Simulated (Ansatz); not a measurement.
## Run report: CH$_{6}$BNSi, frequency calculation

- system: CH$_{6}$BNSi
- method: RKS PBE-D4/def2-SVP (Ansatz 0.2.0)

It belongs to a series of runs on one base structure; here: vibrations at the highest image of the band.

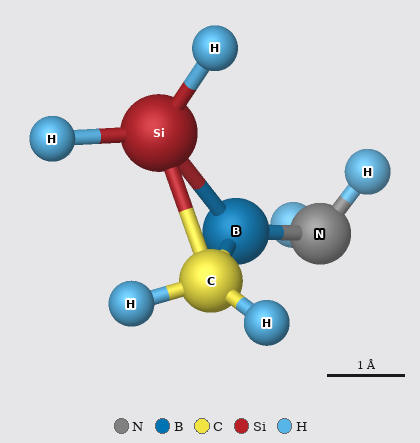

*The structure as given in the input (ball-and-stick view, seen at a tilt).*

Bond lengths as drawn: B–C 1.50 Å, B–N 1.45 Å, B–Si 1.99 Å, C–H 1.11 Å, C–Si 2.06 Å, H–N 1.03 Å and H–Si 1.51 Å.

Input
```yaml
crystal:
  periodic: [false, false, false]
  atoms:
    - { symbol: "N", position_ang: [-1.530822, 0.215683, -1.250142] }
    - { symbol: B, position_ang: [-0.647389, -0.013088, -0.119608] }
    - { symbol: C, position_ang: [0.216611, -1.132301, 0.376009] }
    - { symbol: Si, position_ang: [0.992686, 0.745354, 0.723117] }
    - { symbol: H, position_ang: [-1.054644, 0.755138, -1.988436] }
    - { symbol: H, position_ang: [-2.313099, 0.823451, -0.968392] }
    - { symbol: H, position_ang: [0.314574, -1.325432, 1.462232] }
    - { symbol: H, position_ang: [0.486374, -2.024297, -0.223146] }
    - { symbol: H, position_ang: [1.497193, 0.652973, 2.138877] }
    - { symbol: H, position_ang: [2.121715, 1.251419, -0.147412] }
basis:
  gaussian: { orbitals: def2-SVP }
hamiltonian:
  xc: pbe
  dispersion: d4
phonons: {}
```

Hardware: 1 thread of Intel Xeon @ 2.50GHz (Skylake/Cascade Lake), 189 GiB of memory available, shared host.

Launch command:
```bash
ansatz run input.yaml --threads 1 --pin off --max-ram 2048MiB --backend cpu --events-out ev --progress --plain --runs-dir out
```

Log
```
Engine: ansatz 0.2.0, x86_64-unknown-linux-gnu
Functional definition: PBE
  parameter kappa = 0.804
  parameter beta = 0.06672455060314922
  exchange = pbe_x(kappa = kappa, mu = beta*pi^2/3)
  correlation = pbe_c(beta = beta)
1028 factors; their error is unknown
mean field evaluation 1: about -11149.6099 eV, gradient 7.7e1 eV
mean field evaluation 2: about -11080.9559 eV, gradient 1.6e2 eV
mean field evaluation 4: about -11162.4552 eV, gradient 2.1e1 eV
mean field evaluation 8: about -11163.8737 eV, gradient 2.4e-1 eV
mean field evaluation 16: about -11163.8130 eV, gradient 1.4e-3 eV
mean field -11163.81296821 eV, -410.2625594774 hartree, gradient 3.7e-5 eV, S^2 0.000000; 0 other end points of the search recorded, 0 dependent functions left out
the calculation of the forces begins
reference -11163.81300405 eV, -410.2625607945 hartree; 19, 19 occupied and 71, 71 virtual orbitals, 1028 factors
these checks for a lower state are left out or cut short: stability, starts, cluster_reference, orbital_swaps, neighbouring_geometries, increment
1028 factors; their error is unknown
mean field -11163.81279747 eV, -410.2625532030 hartree, gradient 1.3e-6 eV, S^2 0.000000; 0 other end points of the search recorded, 0 dependent functions left out
[... from here on the field's lines of each further geometry are left out, up to the last ...]
the calculation of the forces begins
reference -11163.81297884 eV, -410.2625598681 hartree; 19, 19 occupied and 71, 71 virtual orbitals, 1028 factors
these checks for a lower state are left out or cut short: stability, starts, cluster_reference, orbital_swaps, neighbouring_geometries, increment
1028 factors; their error is unknown
mean field -11163.81295219 eV, -410.2625588888 hartree, gradient 1.5e-6 eV, S^2 0.000000; 0 other end points of the search recorded, 0 dependent functions left out
the calculation of the forces begins
reference -11163.81298803 eV, -410.2625602060 hartree; 19, 19 occupied and 71, 71 virtual orbitals, 1028 factors
WARN: phonons: modes at or below zero, which the zero-point energy, F, S and C_V leave out: 1, the lowest at -526.82 cm⁻¹. A minimum has none, and a first-order saddle one
Total energy: -11163.99332754 eV, -410.2691875606 hartree
Atom 0 at    -1.530822     0.215683    -1.250142 Å, force     0.003778    -0.005418    -0.010826 eV/Å
Atom 1 at    -0.647389    -0.013088    -0.119608 Å, force     0.021401    -0.009608     0.026882 eV/Å
Atom 2 at     0.216611    -1.132301     0.376009 Å, force    -0.013781     0.006316    -0.002766 eV/Å
Atom 3 at     0.992686     0.745354     0.723117 Å, force    -0.006368     0.008865     0.000331 eV/Å
Atom 4 at    -1.054644     0.755138    -1.988436 Å, force    -0.001565     0.000625    -0.002368 eV/Å
Atom 5 at    -2.313099     0.823451    -0.968392 Å, force    -0.002583     0.003313     0.003670 eV/Å
Atom 6 at     0.314574    -1.325432     1.462232 Å, force     0.003812    -0.003073    -0.009065 eV/Å
Atom 7 at     0.486374    -2.024297    -0.223146 Å, force    -0.002284     0.001741    -0.003256 eV/Å
Atom 8 at     1.497193     0.652973     2.138877 Å, force    -0.005468     0.003956     0.000748 eV/Å
Atom 9 at     2.121715     1.251419    -0.147412 Å, force     0.003058    -0.006717    -0.003351 eV/Å
Dipole moment:    -0.084685     0.157368    -0.086537 e Å
Vibrations: -526.82 186.22 287.81 326.94 396.57 484.89 564.62 602.59 660.15 696.14 712.15 823.60 885.70 919.21 968.76 1283.57 1415.16 1508.04 2111.97 2149.78 3022.94 3099.20 3411.00 3476.39 cm⁻¹, zero-point energy 1.859353 eV
```

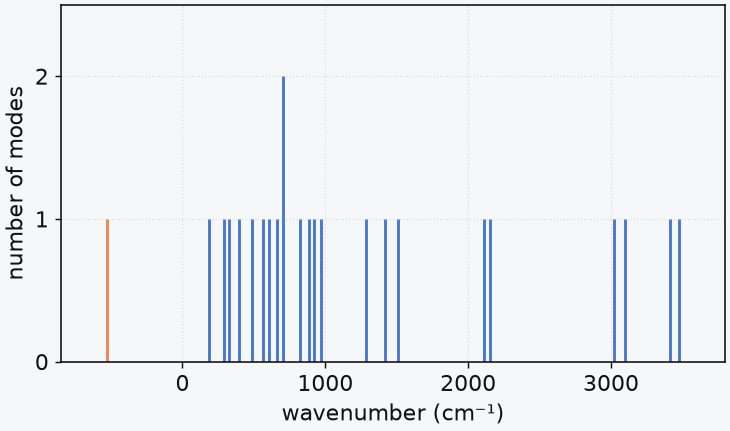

*Harmonic vibrational wavenumbers from the force constants; neighbouring modes closer than 18 cm⁻¹ are counted in one stick, and imaginary ones are drawn at negative wavenumbers.*

24 modes from 527i to 3476 cm⁻¹, 1 imaginary beyond 8i (527i cm⁻¹): a first-order saddle point, if the geometry is stationary.

Key numbers

```csv
quantity,value
outcome,converged
total energy,−11163.9933 eV
mean-field energy,−11163.8130 eV
largest force (length of the vector),0.036 eV/Å
wall time,3.1 min
peak memory,0.13 GiB
```
